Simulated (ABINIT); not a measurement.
# Converging GW for BAs (F-43m) in ABINIT, part 2 of 2

What does each rung of G0W0 on BAs (F-43m) cost, and what does it buy?

ABINIT 10.8.3; PBE and many-body steps on it, plane waves. Known limits of the many-body steps: not at the basis limit; no spin-orbit coupling.

So far. Step 3 (Screening, 6×6×6 mesh, 74 bands, screening to 125.2 eV): Local fields lower ε∞ by 8 %. Step 4 (74 bands, 125.2 eV): The gap on the mesh goes from 1.29 eV to 1.80 eV, a correction of +0.51 eV.

**6. 111 bands, 170.3 eV**

This step: G0W0 on PBE, plane waves, norm-conserving pseudopotentials.

The input, run.abi:

```
acell 3*1.0 Angstrom
rprim 
  -0.000000000000 2.388500000000 2.388500000000
  2.388500000000 -0.000000000000 2.388500000000
  2.388500000000 2.388500000000 -0.000000000000
ntypat 2
znucl 5 33
natom 2
typat 1 2
xred 
  0.000000000000 0.000000000000 0.000000000000
  0.250000000000 0.250000000000 0.250000000000
pp_dirpath "pseudos"
pseudos "B.upf, As.upf"
ecut 44
ngkpt 6 6 6
nshiftk 1
shiftk 0 0 0
kptopt 1
chksymbreak 0
istwfk *1
occopt 1
irdwfk 1
optdriver 4
nband 111
gwcalctyp 0
ecutsigx 44
symsigma 1
nkptgw 4
kptgw 
  0.0000000000 0.0000000000 0.0000000000
  0.3333333333 0.3333333333 0.0000000000
  0.5000000000 0.0000000000 0.0000000000
  0.5000000000 0.5000000000 0.0000000000
bdgw 
  11 16
  12 15
  12 16
  12 15
ecuteps 6.26
irdscr 1
ppmodel 1
indata_prefix "in"
outdata_prefix "out"
tmpdata_prefix "tmp"
```

The run is started by

```bash
$ OMP_NUM_THREADS=1 mpirun -n 4 abinit run.abi > log
```

Log:

```text
.Version 10.8.3 of ABINIT. v10.8.2 released Aug 2026.

 Symmetries : space group F-4 3 m (#216); Bravais cF (face-center cubic)
[... echo of the input left out ...]
== DATASET  1 ==================================================================
-   mpi_nproc: 4, omp_nthreads: 1 (-1 if OMP is not activated)

--- !DatasetInfo
iteration_state: {dtset: 1, }
dimensions: {natom: 2, nkpt: 16, mband: 111, nsppol: 1, nspinor: 1, nspden: 1, mpw: 2637, }
cutoff_energies: {ecut:  44.0, pawecutdg:  -1.0, }
electrons: {nelect:   2.60000000E+01, charge:   0.00000000E+00, occopt:   1.00000000E+00, tsmear:   1.00000000E-02, }

 SIGMA: Calculation of the GW corrections

 Based on a program developped by R.W. Godby, V. Olevano, G. Onida, and L. Reining.
 Incorporated in ABINIT by V. Olevano, G.-M. Rignanese, and M. Torrent.
.Using double precision arithmetic ; gwpc =  8

[... cell and pseudopotentials left out ...]
--------------------------------------------------------------------------------

 ==== K-mesh for the wavefunctions ====
 Number of points in the irreducible wedge :    16
[... list of points left out ...]
 Together with 24 symmetry operations and time-reversal symmetry
 yields   216 points in the full Brillouin Zone.

 ==== Q-mesh for screening function ====
 Number of points in the irreducible wedge :    16
[... list of points left out ...]
 Together with 24 symmetry operations and time-reversal symmetry
 yields   216 points in the full Brillouin Zone.

 vcoul_init : cutoff-mode = AUXILIARY_FUNCTION
 q-points for optical limit:   1
     1)      0.000010    0.000020    0.000030
 setmesh: FFT mesh size selected  =    40x   40x   40
          total number of points  =        64000

 Number of electrons calculated from density =   26.0000; Expected =   26.0000
[...]
matrix elements of self-energy operator (all in [eV])

 Perturbative Calculation

--- !SelfEnergy_ee
iteration_state: {dtset: 1, }
kpoint     : [   0.000,    0.000,    0.000, ]
spin       : 1
KS_gap     :    3.289
QP_gap     :    4.129
Delta_QP_KS:    0.840
data: !SigmaeeData |
     Band     E0 <VxcDFT>   SigX SigC(E0)      Z dSigC/dE  Sig(E)    E-E0       E
       11   7.999 -14.188 -15.543   0.691   0.807  -0.238 -14.724  -0.536   7.463
       12   7.999 -14.188 -15.543   0.691   0.807  -0.238 -14.724  -0.536   7.463
       13   7.999 -14.188 -15.543   0.691   0.807  -0.238 -14.724  -0.536   7.463
[...]
--- !SelfEnergy_ee
iteration_state: {dtset: 1, }
kpoint     : [   0.333,    0.333,    0.000, ]
spin       : 1
KS_gap     :    4.744
QP_gap     :    5.547
Delta_QP_KS:    0.803
data: !SigmaeeData |
     Band     E0 <VxcDFT>   SigX SigC(E0)      Z dSigC/dE  Sig(E)    E-E0       E
[...]
--- !SelfEnergy_ee
iteration_state: {dtset: 1, }
kpoint     : [   0.500,    0.000,    0.000, ]
spin       : 1
KS_gap     :    4.519
QP_gap     :    5.301
Delta_QP_KS:    0.782
data: !SigmaeeData |
     Band     E0 <VxcDFT>   SigX SigC(E0)      Z dSigC/dE  Sig(E)    E-E0       E
[...]
--- !SelfEnergy_ee
iteration_state: {dtset: 1, }
kpoint     : [   0.500,    0.500,    0.000, ]
spin       : 1
KS_gap     :    5.527
QP_gap     :    6.305
Delta_QP_KS:    0.779
data: !SigmaeeData |
     Band     E0 <VxcDFT>   SigX SigC(E0)      Z dSigC/dE  Sig(E)    E-E0       E
[...]
14   9.452 -11.169  -7.018  -4.171   0.817  -0.224 -11.185  -0.016   9.436
       15   9.457 -11.373  -7.114  -4.187   0.820  -0.219 -11.314   0.059   9.516

== END DATASET(S) ==============================================================
================================================================================

 -outvars: echo values of variables after computation  --------
           etotal      0.0000000000E+00
            nband         111
             nkpt          16
          spgroup         216
 [... the other variables as echoed above ...]

 Calculation completed.
```

It took 21 s on 4 MPI ranks of Arm Neoverse V1, shared host; peak memory 0.94 GiB.

Numbers from this step:

```
G0W0 gap on the mesh                         : 1.879 eV
starting gap on the mesh                     : 1.293 eV
k of the valence top                         : 0, 0, 0
k of the conduction bottom                   : 0.3333, 0.3333, 0
Z at the valence top                         : 0.807
Z at the conduction bottom                   : 0.817
least direct G0W0 gap on the computed points : 4.129 eV
```

Against G0W0 in ABINIT (6×6×6 mesh, 74 bands, screening to 125.2 eV, Godby-Needs plasmon pole), the gap moves by +0.077 eV.

**7. Screening, 6×6×6 mesh, 162 bands, screening to 225.3 eV**

This step: RPA screening on PBE, plane waves, norm-conserving pseudopotentials.

Edit run.abi of step 6 so:

```diff
@@ -23,21 +23,8 @@
 irdwfk 1
-optdriver 4
-nband 111
-gwcalctyp 0
-ecutsigx 44
-symsigma 1
-nkptgw 4
-kptgw 
-  0.0000000000 0.0000000000 0.0000000000
-  0.3333333333 0.3333333333 0.0000000000
-  0.5000000000 0.0000000000 0.0000000000
-  0.5000000000 0.5000000000 0.0000000000
-bdgw 
-  11 16
-  12 15
-  12 16
-  12 15
-ecuteps 6.26
-irdscr 1
-ppmodel 1
+optdriver 3
+nband 162
+ecuteps 8.28
+inclvkb 2
+awtr 1
+symchi 1
 indata_prefix "in"
```

Log:

```text
.Version 10.8.3 of ABINIT. v10.8.2 released Aug 2026.

 Symmetries : space group F-4 3 m (#216); Bravais cF (face-center cubic)
[... echo of the input left out ...]
== DATASET  1 ==================================================================
-   mpi_nproc: 4, omp_nthreads: 1 (-1 if OMP is not activated)

--- !DatasetInfo
iteration_state: {dtset: 1, }
dimensions: {natom: 2, nkpt: 16, mband: 162, nsppol: 1, nspinor: 1, nspden: 1, mpw: 2637, }
cutoff_energies: {ecut:  44.0, pawecutdg:  -1.0, }
[...]
--------------------------------------------------------------------------------
[... chi0 elements left out ...]
 For q-point:  0.000010 0.000020 0.000030
  dielectric constant =  10.5135
  dielectric constant without local fields =  11.5138

  Average fulfillment of the sum rule on Im[epsilon] for q-point    1 :     61.38  [%]
[... wings left out ...]
  q-point number  2        q = ( 0.166667, 0.000000, 0.000000) [r.l.u.]
--------------------------------------------------------------------------------
[... chi0 elements left out ...]
  Average fulfillment of the sum rule on Im[epsilon] for q-point    2 :     71.27  [%]

 [... 14 further q-points ...]
```

The job ended after 4.2 min (4 MPI ranks; peak memory 1.5 GiB; 17 min of CPU time).

This step gave:

```
ε∞ with local fields, on this mesh, along the program's q direction : 10.51
the same without local fields                                       : 11.51
plasma frequency                                                    : 36.27 eV
plane waves in the screening matrix                                 : 181
```

**8. 162 bands, 225.3 eV**

This step: G0W0 on PBE, plane waves, norm-conserving pseudopotentials.

Edit run.abi of step 7 so:

```diff
@@ -23,8 +23,21 @@
 irdwfk 1
-optdriver 3
+optdriver 4
 nband 162
+gwcalctyp 0
+ecutsigx 44
+symsigma 1
+nkptgw 4
+kptgw 
+  0.0000000000 0.0000000000 0.0000000000
+  0.3333333333 0.3333333333 0.0000000000
+  0.5000000000 0.0000000000 0.0000000000
+  0.5000000000 0.5000000000 0.0000000000
+bdgw 
+  11 16
+  12 15
+  12 16
+  12 15
 ecuteps 8.28
-inclvkb 2
-awtr 1
-symchi 1
+irdscr 1
+ppmodel 1
 indata_prefix "in"
```

Log:

```text
.Version 10.8.3 of ABINIT. v10.8.2 released Aug 2026.

 Symmetries : space group F-4 3 m (#216); Bravais cF (face-center cubic)
[... echo of the input left out ...]
== DATASET  1 ==================================================================
-   mpi_nproc: 4, omp_nthreads: 1 (-1 if OMP is not activated)

--- !DatasetInfo
iteration_state: {dtset: 1, }
dimensions: {natom: 2, nkpt: 16, mband: 162, nsppol: 1, nspinor: 1, nspden: 1, mpw: 2637, }
cutoff_energies: {ecut:  44.0, pawecutdg:  -1.0, }
[...]
Band     E0 <VxcDFT>   SigX SigC(E0)      Z dSigC/dE  Sig(E)    E-E0       E
[...]
14   9.452 -11.169  -7.018  -4.245   0.817  -0.223 -11.246  -0.077   9.375
       15   9.457 -11.373  -7.114  -4.258   0.821  -0.218 -11.372   0.001   9.458

== END DATASET(S) ==============================================================
================================================================================

 -outvars: echo values of variables after computation  --------
           etotal      0.0000000000E+00
            nband         162
             nkpt          16
          spgroup         216
 [... the other variables as echoed above ...]

 Calculation completed.
```

The job ended after 46 s (4 MPI ranks; peak memory 1.4 GiB).

This step gave:

| Property | Result |
| --- | --- |
| G0W0 gap on the mesh | 1.910 eV |
| starting gap on the mesh | 1.293 eV |
| k of the valence top | 0, 0, 0 |
| k of the conduction bottom | 0.3333, 0.3333, 0 |
| least direct G0W0 gap on the computed points | 4.145 eV |

Against G0W0 in ABINIT (6×6×6 mesh, 111 bands, screening to 170.3 eV, Godby-Needs plasmon pole), the gap moves by +0.031 eV.

**9. Screening, 6×6×6 mesh, 243 bands, screening to 300.4 eV**

This step: RPA screening on PBE, plane waves, norm-conserving pseudopotentials.

Edit run.abi of step 8 so:

```diff
@@ -23,21 +23,8 @@
 irdwfk 1
-optdriver 4
-nband 162
-gwcalctyp 0
-ecutsigx 44
-symsigma 1
-nkptgw 4
-kptgw 
-  0.0000000000 0.0000000000 0.0000000000
-  0.3333333333 0.3333333333 0.0000000000
-  0.5000000000 0.0000000000 0.0000000000
-  0.5000000000 0.5000000000 0.0000000000
-bdgw 
-  11 16
-  12 15
-  12 16
-  12 15
-ecuteps 8.28
-irdscr 1
-ppmodel 1
+optdriver 3
+nband 243
+ecuteps 11.04
+inclvkb 2
+awtr 1
+symchi 1
 indata_prefix "in"
```

Log:

```text
.Version 10.8.3 of ABINIT. v10.8.2 released Aug 2026.

 Symmetries : space group F-4 3 m (#216); Bravais cF (face-center cubic)
[... echo of the input left out ...]
== DATASET  1 ==================================================================
-   mpi_nproc: 4, omp_nthreads: 1 (-1 if OMP is not activated)

--- !DatasetInfo
iteration_state: {dtset: 1, }
dimensions: {natom: 2, nkpt: 16, mband: 243, nsppol: 1, nspinor: 1, nspden: 1, mpw: 2637, }
cutoff_energies: {ecut:  44.0, pawecutdg:  -1.0, }
[...]
--------------------------------------------------------------------------------
[... chi0 elements left out ...]
 For q-point:  0.000010 0.000020 0.000030
  dielectric constant =  10.5140
  dielectric constant without local fields =  11.5172

  Average fulfillment of the sum rule on Im[epsilon] for q-point    1 :     74.40  [%]
[... wings left out ...]
  q-point number  2        q = ( 0.166667, 0.000000, 0.000000) [r.l.u.]
--------------------------------------------------------------------------------
[... chi0 elements left out ...]
  Average fulfillment of the sum rule on Im[epsilon] for q-point    2 :     84.96  [%]

 [... 14 further q-points ...]
```

Elapsed: 11 min, on 4 MPI ranks; peak memory 2.6 GiB.

Numbers from this step:

```yaml
eps_infinity_with_local_fields_on_this_mesh_along_the_program_s_q_direction: 10.51
the_same_without_local_fields: 11.52
plasma_frequency: 36.27 eV
plane_waves_in_the_screening_matrix: 331
```

**10. 243 bands, 300.4 eV**

This step: G0W0 on PBE, plane waves, norm-conserving pseudopotentials.

Edit run.abi of step 9 so:

```diff
@@ -23,8 +23,21 @@
 irdwfk 1
-optdriver 3
+optdriver 4
 nband 243
+gwcalctyp 0
+ecutsigx 44
+symsigma 1
+nkptgw 4
+kptgw 
+  0.0000000000 0.0000000000 0.0000000000
+  0.3333333333 0.3333333333 0.0000000000
+  0.5000000000 0.0000000000 0.0000000000
+  0.5000000000 0.5000000000 0.0000000000
+bdgw 
+  11 16
+  12 15
+  12 16
+  12 15
 ecuteps 11.04
-inclvkb 2
-awtr 1
-symchi 1
+irdscr 1
+ppmodel 1
 indata_prefix "in"
```

Log:

```text
.Version 10.8.3 of ABINIT. v10.8.2 released Aug 2026.

 Symmetries : space group F-4 3 m (#216); Bravais cF (face-center cubic)
[... echo of the input left out ...]
== DATASET  1 ==================================================================
-   mpi_nproc: 4, omp_nthreads: 1 (-1 if OMP is not activated)

--- !DatasetInfo
iteration_state: {dtset: 1, }
dimensions: {natom: 2, nkpt: 16, mband: 243, nsppol: 1, nspinor: 1, nspden: 1, mpw: 2637, }
cutoff_energies: {ecut:  44.0, pawecutdg:  -1.0, }
[...]
Band     E0 <VxcDFT>   SigX SigC(E0)      Z dSigC/dE  Sig(E)    E-E0       E
[...]
14   9.452 -11.169  -7.018  -4.299   0.818  -0.223 -11.290  -0.121   9.331
       15   9.457 -11.373  -7.114  -4.311   0.821  -0.219 -11.416  -0.042   9.415

== END DATASET(S) ==============================================================
================================================================================

 -outvars: echo values of variables after computation  --------
           etotal      0.0000000000E+00
            nband         243
             nkpt          16
          spgroup         216
 [... the other variables as echoed above ...]

 Calculation completed.
```

Run time: 3.1 min. Hardware: 4 MPI ranks; peak memory 2.6 GiB.

This step gave:

```yaml
g0w0_gap_on_the_mesh: 1.939 eV
starting_gap_on_the_mesh: 1.293 eV
k_of_the_valence_top: 0, 0, 0
k_of_the_conduction_bottom: 0.3333, 0.3333, 0
least_direct_g0w0_gap_on_the_computed_points: 4.163 eV
```

Against G0W0 in ABINIT (6×6×6 mesh, 162 bands, screening to 225.3 eV, Godby-Needs plasmon pole), the gap moves by +0.029 eV.

**11. Screening, 6×6×6 mesh, 354 bands, screening to 390.5 eV**

This step: RPA screening on PBE, plane waves, norm-conserving pseudopotentials.

Edit run.abi of step 10 so:

```diff
@@ -23,21 +23,8 @@
 irdwfk 1
-optdriver 4
-nband 243
-gwcalctyp 0
-ecutsigx 44
-symsigma 1
-nkptgw 4
-kptgw 
-  0.0000000000 0.0000000000 0.0000000000
-  0.3333333333 0.3333333333 0.0000000000
-  0.5000000000 0.0000000000 0.0000000000
-  0.5000000000 0.5000000000 0.0000000000
-bdgw 
-  11 16
-  12 15
-  12 16
-  12 15
-ecuteps 11.04
-irdscr 1
-ppmodel 1
+optdriver 3
+nband 354
+ecuteps 14.35
+inclvkb 2
+awtr 1
+symchi 1
 indata_prefix "in"
```

Log:

```text
.Version 10.8.3 of ABINIT. v10.8.2 released Aug 2026.

 Symmetries : space group F-4 3 m (#216); Bravais cF (face-center cubic)
[... echo of the input left out ...]
== DATASET  1 ==================================================================
-   mpi_nproc: 4, omp_nthreads: 1 (-1 if OMP is not activated)

--- !DatasetInfo
iteration_state: {dtset: 1, }
dimensions: {natom: 2, nkpt: 16, mband: 354, nsppol: 1, nspinor: 1, nspden: 1, mpw: 2637, }
cutoff_energies: {ecut:  44.0, pawecutdg:  -1.0, }
[...]
--------------------------------------------------------------------------------
[... chi0 elements left out ...]
 For q-point:  0.000010 0.000020 0.000030
  dielectric constant =  10.5149
  dielectric constant without local fields =  11.5192

  Average fulfillment of the sum rule on Im[epsilon] for q-point    1 :     87.31  [%]
[... wings left out ...]
  q-point number  2        q = ( 0.166667, 0.000000, 0.000000) [r.l.u.]
--------------------------------------------------------------------------------
[... chi0 elements left out ...]
  Average fulfillment of the sum rule on Im[epsilon] for q-point    2 :     98.02  [%]

 [... 14 further q-points ...]
```

Elapsed: 27 min, on 4 MPI ranks; peak memory 3.6 GiB; 1.8 h of CPU time.

Numbers from this step:

- ε∞ with local fields, on this mesh, along the program's q direction: 10.51
- the same without local fields: 11.52
- plasma frequency: 36.27 eV
- plane waves in the screening matrix: 531

**12. 354 bands, 390.5 eV**

This step: G0W0 on PBE, plane waves, norm-conserving pseudopotentials.

Edit run.abi of step 11 so:

```diff
@@ -23,8 +23,21 @@
 irdwfk 1
-optdriver 3
+optdriver 4
 nband 354
+gwcalctyp 0
+ecutsigx 44
+symsigma 1
+nkptgw 4
+kptgw 
+  0.0000000000 0.0000000000 0.0000000000
+  0.3333333333 0.3333333333 0.0000000000
+  0.5000000000 0.0000000000 0.0000000000
+  0.5000000000 0.5000000000 0.0000000000
+bdgw 
+  11 16
+  12 15
+  12 16
+  12 15
 ecuteps 14.35
-inclvkb 2
-awtr 1
-symchi 1
+irdscr 1
+ppmodel 1
 indata_prefix "in"
```

Log:

```text
.Version 10.8.3 of ABINIT. v10.8.2 released Aug 2026.

 Symmetries : space group F-4 3 m (#216); Bravais cF (face-center cubic)
[... echo of the input left out ...]
== DATASET  1 ==================================================================
-   mpi_nproc: 4, omp_nthreads: 1 (-1 if OMP is not activated)

--- !DatasetInfo
iteration_state: {dtset: 1, }
dimensions: {natom: 2, nkpt: 16, mband: 354, nsppol: 1, nspinor: 1, nspden: 1, mpw: 2637, }
cutoff_energies: {ecut:  44.0, pawecutdg:  -1.0, }
[...]
Band     E0 <VxcDFT>   SigX SigC(E0)      Z dSigC/dE  Sig(E)    E-E0       E
[...]
14   9.452 -11.169  -7.018  -4.328   0.818  -0.223 -11.313  -0.144   9.307
       15   9.457 -11.373  -7.114  -4.344   0.821  -0.219 -11.443  -0.070   9.387

== END DATASET(S) ==============================================================
================================================================================

 -outvars: echo values of variables after computation  --------
           etotal      0.0000000000E+00
            nband         354
             nkpt          16
          spgroup         216
 [... the other variables as echoed above ...]

 Calculation completed.
```

Wall time 11 min (4 MPI ranks); peak memory 4 GiB.

Numbers from this step:

* G0W0 gap on the mesh: 1.953 eV
* starting gap on the mesh: 1.293 eV
* k of the valence top: 0, 0, 0
* k of the conduction bottom: 0.3333, 0.3333, 0
* least direct G0W0 gap on the computed points: 4.169 eV

Against G0W0 in ABINIT (6×6×6 mesh, 243 bands, screening to 300.4 eV, Godby-Needs plasmon pole), the gap moves by +0.014 eV.

**13. Side by side**

Times are wall times on 4 MPI ranks of Arm Neoverse V1, shared host, good to a factor of about two. A run's time includes the screening step that it read.

```csv
run,mesh,bands,screening cutoff (eV),DFT gap (eV),gap on the mesh (eV),direct (eV),ε∞ used,time
"74 bands, 125.2 eV",6×6×6,74,125.2,1.293,1.802,4.075,10.53,63 s
"111 bands, 170.3 eV",6×6×6,111,170.3,1.293,1.879,4.129,10.51,2.1 min
"162 bands, 225.3 eV",6×6×6,162,225.3,1.293,1.910,4.145,10.51,4.9 min
"243 bands, 300.4 eV",6×6×6,243,300.4,1.293,1.939,4.163,10.51,14 min
"354 bands, 390.5 eV",6×6×6,354,390.5,1.293,1.953,4.169,10.51,38 min
```

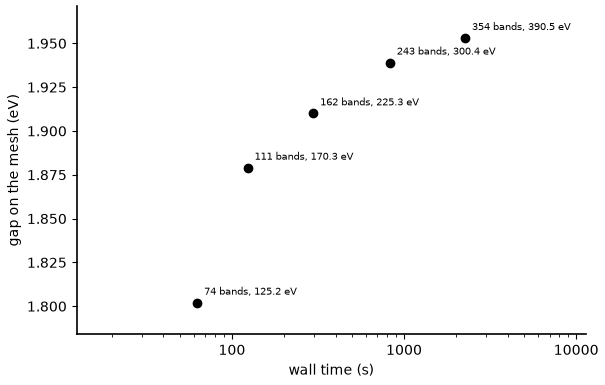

Result against wall time.

**14. Summary of results**

```
74 bands, 125.2 eV  : 1.802 eV
111 bands, 170.3 eV : 1.879 eV
162 bands, 225.3 eV : 1.910 eV
243 bands, 300.4 eV : 1.939 eV
354 bands, 390.5 eV : 1.953 eV
known limits        : not at the basis limit; no spin-orbit coupling
```

What this shows: From the first rung to the last the gap moves by +0.15 eV for 36 times the time. A denser mesh or path gives a starting gap of 1.21 eV: the GW mesh misses a band edge, so its gaps are not the fundamental one. The many-body steps are scalar-relativistic: spin-orbit coupling is not in them.

[Paths, hosts, dates, memory and timing lines, banners, echoed tables and standing remarks are left out of the program output.]

[Logs are printed without paths, hosts, clocks, repeated set-up lines and the standing remarks that a program may print on its own settings, such as how far it seeks lower states.]

[Runs of the session that timed out or met a known fault of the program may be left out.]

[Hosts, paths, dates, database ids (printed as entryN), source tags and the programs' standing remarks are cut or masked in the printed files.]

[G0W0 gaps are taken among the corrected bands and points alone; a level outside them can change the order at an edge.]

[Where Ansatz stands beside ABINIT at settings called matched, ABINIT's density can come from a denser mesh and the files from another edition; pairs whose starting gaps differed by over 0.03 eV were left out, so agreement reads better than it is.]
